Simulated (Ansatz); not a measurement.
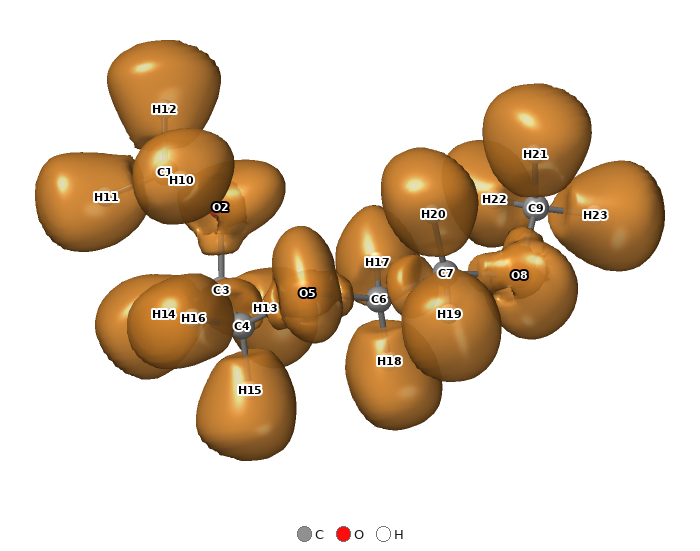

*C6H14O3. Isosurface of the electron localisation function at 0.75 (orange), seen at a tilt. Only the valence region is drawn (cores and ρ < 0.01 e/Å³ removed).*

Geometry: PBE0-D4/def2-TZVP.

Computed with RKS PBE0-D4/def2-TZVPP in Ansatz.

```
atom    x (Å)    y (Å)    z (Å)
   C   1.6459  -2.2173  -1.5102
   O   0.9902  -2.0558  -0.2808
   C  -0.4061  -2.1389  -0.3611
   C  -1.0576  -1.0836  -1.2435
   O  -0.6030   0.2234  -1.0225
   C  -0.8120   0.7018   0.2815
   C  -0.4852   2.1826   0.2751
   O  -0.6222   2.7600   1.5481
   C   0.5028   2.5930   2.3695
   H   1.4802  -1.3663  -2.1808
   H   1.3250  -3.1381  -2.0185
   H   2.7127  -2.2900  -1.2973
   H  -0.7649  -2.0529   0.6672
   H  -0.7226  -3.1263  -0.7367
   H  -2.1476  -1.1533  -1.0948
   H  -0.8601  -1.2880  -2.2984
   H  -0.1718   0.1740   0.9994
   H  -1.8586   0.5585   0.5896
   H  -1.1782   2.7024  -0.3908
   H   0.5306   2.3267  -0.1186
   H   1.3986   3.0340   1.9110
   H   0.7115   1.5385   2.5899
   H   0.2972   3.1086   3.3081
```

Where are the electrons localised?

Answer. The ELF exceeds this value in two regions between bonded C–C atoms (shared pairs), 14 regions around hydrogen nuclei and three regions on O in which the atom's valence shell and bonds are merged. Profiles from the grid: C–O (1.40 Å): the ELF peaks at about 0.90 between the atoms (a polar covalent bond). C–C (1.52 Å): the ELF peaks at about 1 between the atoms (localised, covalent bonding).
